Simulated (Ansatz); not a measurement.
```yaml
crystal:
  lattice:
    - [3.23322, 0.00000, 0.00000]
    - [0.00000, 3.23322, 0.00000]
    - [0.00000, 0.00000, 3.23322]
  atoms:
    - { symbol: Re, position: [0.00000, 0.00000, 0.00000] }
    - { symbol: C, position: [0.00000, 0.50000, 0.50000] }
    - { symbol: C, position: [0.50000, 0.00000, 0.50000] }
    - { symbol: C, position: [0.50000, 0.50000, 0.00000] }
```

Space group Pm-3m; started from the Cu3Au (L1_2)_221 prototype, which need not be the ambient phase; computed without spin polarisation.

All numbers below come from DFT PBE, scalar-relativistic, plane waves, PAW (Ansatz).

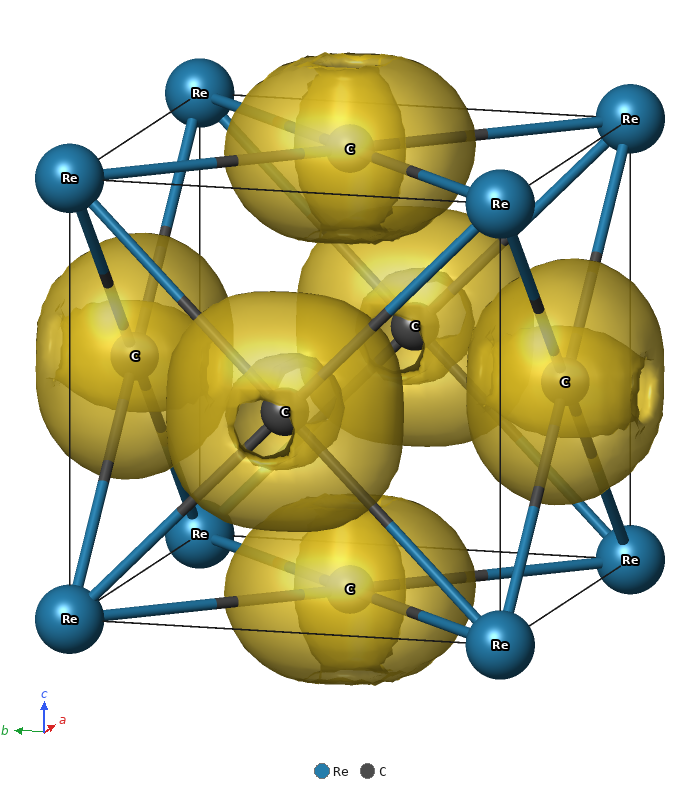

ReC3. Isosurface of the electron localisation function at 0.65 (yellow), seen at an oblique angle. Core shells and regions of very low density are left out. Sticks mark near contacts.

### Where are the electrons localised?

The ELF exceeds this value in three regions wrapped around C (the valence shell of each), counted in one cell of 4 atoms. Any copies at cell faces, edges or corners count once.

Values along the shortest contacts:
Re–C (2.29 Å): the ELF peaks at about 0.85 in the valence shell of C, 0.7 Å from its nucleus, and is about 0.30 at the midpoint.
